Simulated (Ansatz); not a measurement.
**C$_{4}$H$_{6}$OS (SMILES CC1=CC(O)S1): density, localisation and related maps**

Input file:

```
crystal:
  periodic: [false, false, false]
  atoms:
    - {symbol: C, position_ang: [-0.949006, -0.017637, 1.796034]}
    - {symbol: C, position_ang: [-0.392389, -0.028408, 0.429512]}
    - {symbol: C, position_ang: [0.804643, -0.320343, -0.090192]}
    - {symbol: C, position_ang: [0.488210, -0.222500, -1.551179]}
    - {symbol: O, position_ang: [1.216687, 0.621730, -2.354960]}
    - {symbol: S, position_ang: [-1.268797, 0.306830, -1.075980]}
    - {symbol: H, position_ang: [-1.769124, -0.736282, 1.880686]}
    - {symbol: H, position_ang: [-0.181266, -0.274693, 2.527757]}
    - {symbol: H, position_ang: [-1.355452, 0.966762, 2.043151]}
    - {symbol: H, position_ang: [1.732863, -0.623030, 0.380422]}
    - {symbol: H, position_ang: [0.414655, -1.182263, -2.065133]}
    - {symbol: H, position_ang: [1.336077, 1.454633, -1.886218]}
basis:
  gaussian: {orbitals: def2-TZVPP}
hamiltonian: {xc: pbe0, dispersion: d4}
output: {orbitals: {seedname: orbitals}}
```

Command:

```sh
ansatz run in.yaml --threads 4 --pin off --events-out ev --progress --plain --max-ram 10444MiB
```

Geometry: PBE0-D4/def2-TZVP.

These are results of Ansatz 0.2.0, RKS PBE0-D4/def2-TZVPP, not measurements.

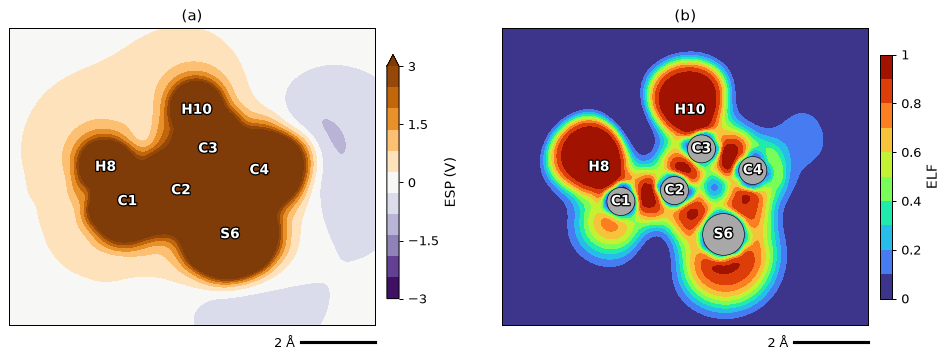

Figure 1. (a) molecular electrostatic potential; (b) ELF on the plane of atoms C2, C3 and C4. Grey discs cover the atomic cores in the ELF map.

> Describe what can be read from this map.

- Atoms in the plane: C, S and H.
- C–C (1.34 Å): the ELF peaks at about 0.95 between the atoms: a multiple bond.
- C–S (1.77 Å): the ELF peaks at about 0.90 between the atoms; localised, covalent bonding.
- C–C (1.48 Å): the ELF peaks at about 0.95 between the atoms; a covalent bond.
- C–S (1.90 Å): the ELF peaks at about 0.90 between the atoms, as expected for a shared electron pair.
- C–H (1.08 Å): the ELF climbs to about 1 towards the hydrogen, as it does in any bond to H; a covalent bond by its length.
- The ELF also peaks beside S6, away from the bonds: lone-pair regions.
- Outside the dense part of the molecule the potential is most negative (−0.9 V) near O5, which lies off the plane.

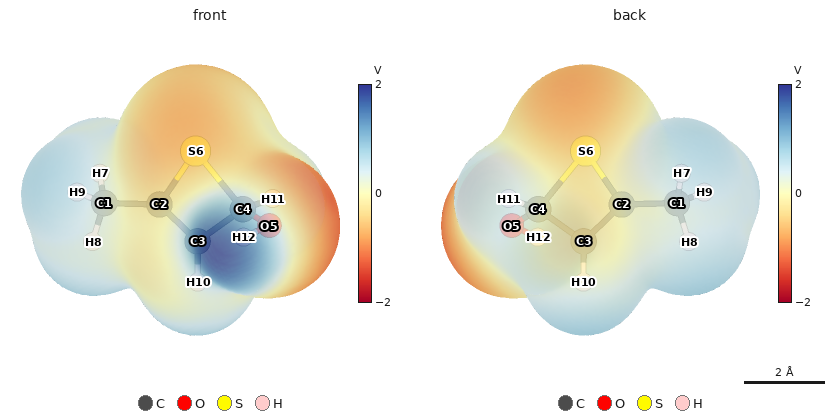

Figure 2. The electrostatic potential painted on the density surface at 0.001 e/bohr³, seen from the front and from behind; red is negative and blue positive.

> Where is the surface potential most negative and most positive?

The most negative region (about −1.2 V, or −28 kcal/mol for a unit charge) lies over O5, the most positive (about +1.8 V, or +42 kcal/mol for a unit charge) over H12. O5 is the likeliest acceptor of a hydrogen bond.

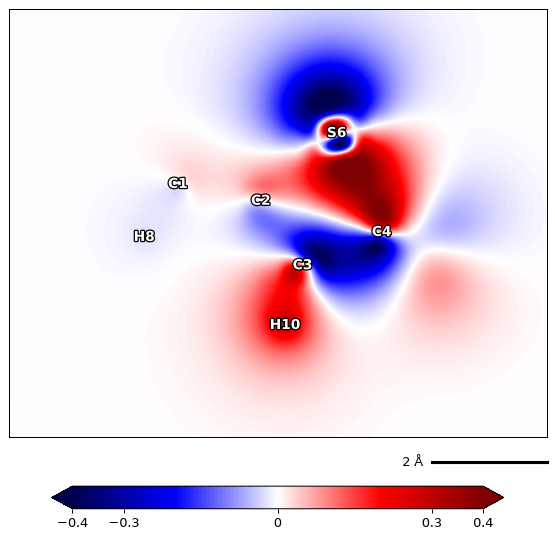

Figure 3. The HOMO−1 on the plane of atoms C3, C2 and S6 (values in Å⁻³ᐟ²; the overall sign is arbitrary).

> What is the character of this orbital?

Its weight (Hirshfeld) is mainly on S6 (about 35 %), O5 (about 30 %), C4 (about 15 %) and C3 (about 10 %). Its energy is −7.97 eV.
